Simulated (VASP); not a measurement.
Band structure of Dy (space group P6_3/mmc). Computed with PBE GGA, VASP's PBE PAW potentials (set 64) (plane waves; VASP).

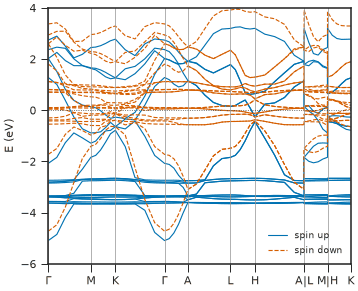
Bands along high-symmetry lines, zero at the valence-band maximum or, without a gap, the Fermi level

Q: Read the plot: is there a gap, and where are the band edges?

A: It has no gap at this level: it comes out as a metal or semimetal.

The structure comes from a measured Dy entry of the Crystallography Open Database, whose conditions weren't checked. The cell was not relaxed at this level.
